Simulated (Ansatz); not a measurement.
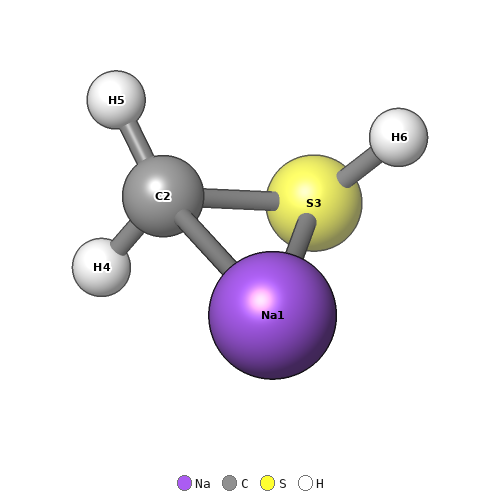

The system is CH₃NaS; the picture shows the grid point nearest to the relaxed geometry. Two internal coordinates are moved rigidly from the geometry relaxed at PBE0-D4/def2-TZVP, all others fixed. The first coordinate is: bond C2–H4; the second: angle H5–C2–S3. The scan uses a 7 × 7 grid. Points are written as (first, second). Energies: kcal/mol, counted from the lowest grid point. These are results of RKS PBE0-D4/def2-TZVPP (Ansatz), not measurements.

Its coordinates:

```yaml
atoms:
  - { symbol: Na, position_ang: [-1.9715, 0.1216, 0.4723] }
  - { symbol: C, position_ang: [-0.0018, 0.0275, -0.6539] }
  - { symbol: S, position_ang: [0.7883, -0.4955, 0.9159] }
  - { symbol: H, position_ang: [-0.0617, -0.8905, -1.1924] }
  - { symbol: H, position_ang: [0.6902, 0.6700, -1.2011] }
  - { symbol: H, position_ang: [0.5578, 0.5942, 1.6746] }
```

Range: bond C2–H4 from 0.900 to 1.592 Å; angle H5–C2–S3 from 79 to 139°.

**What landscape does the calculation give?**

The lowest grid point is at (1.066 Å, 109°). It is the only kind of minimum in the scanned range. The highest grid point, (1.592 Å, 79°), lies 56.4 kcal/mol above the lowest. Round the minimum the two coordinates are nearly uncoupled.

```csv
"angle H5–C2–S3 ↓, bond C2–H4 →",0.900,0.967,1.066,1.181,1.308,1.446,1.592
139,35.9,22.2,14.1,15.5,23.8,36.1,50.4
129,28.1,14.5,6.5,8.1,16.6,29.3,43.8
119,23.0,9.5,1.7,3.4,12.2,25.0,39.7
109,21.2,7.7,0.0,1.8,10.7,23.7,38.5
99,22.8,9.4,1.8,3.7,12.7,25.7,40.5
89,28.3,15.0,7.4,9.4,18.5,31.6,46.4
79,38.3,25.0,17.4,19.5,28.6,41.7,56.4
```

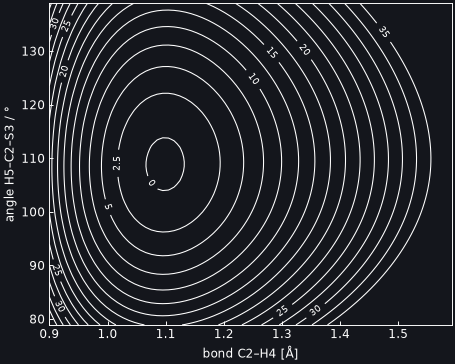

Drawn: contour lines labelled in kcal/mol (none above 35). Between grid points the surface is interpolated.
